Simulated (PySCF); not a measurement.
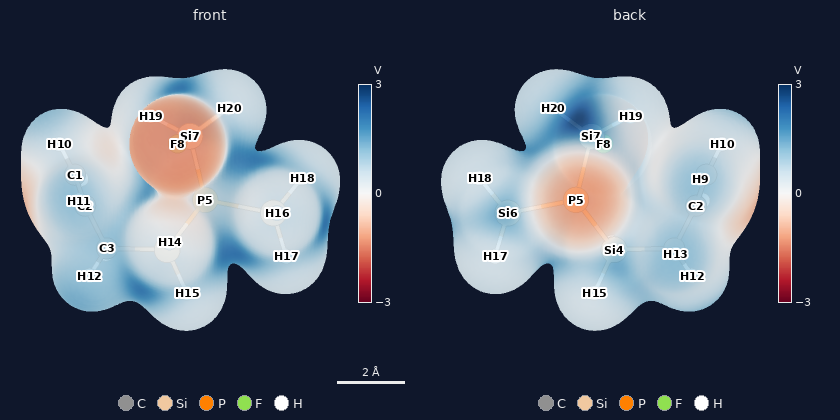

Figure 1: C3H12FPSi3 (SMILES C=CC[SiH2]P([SiH3])[SiH2]F). The electrostatic potential painted on the density surface at 0.004 e/bohr³, seen from the front and from behind; red is negative and blue positive.

Geometry: GFN2-xTB.

These are results of wB97X-D/pcSseg-1, SCF density, in a acetonitrile solvent model, non-relativistic (PySCF 2.14.0), not measurements.

```xyz
20

C     2.7059    0.2280    1.2106
C     2.3952   -0.2159    0.0052
C     1.6655   -1.4829   -0.2623
Si   -0.1228   -1.1530   -0.8501
P    -1.2594   -0.2409    0.8443
Si   -3.2922   -0.1445   -0.0594
Si   -0.6577    1.8968    0.7693
F    -0.2228    2.3402   -0.7220
H     2.4572   -0.3306    2.0987
H     3.2269    1.1585    1.3606
H     2.6541    0.3651   -0.8709
H     2.1787   -2.0484   -1.0409
H     1.6416   -2.0965    0.6391
H    -0.1124   -0.3269   -2.0628
H    -0.7874   -2.4250   -1.1571
H    -3.3288    0.4901   -1.3790
H    -3.7595   -1.5245   -0.1705
H    -4.1245    0.6171    0.8722
H     0.5237    2.1352    1.5773
H    -1.7862    2.7687    1.0624
```

Describe the electrostatic potential map.

The most negative region (about −1.3 V) lies over F8, the most positive (about +2.3 V) over Si7.
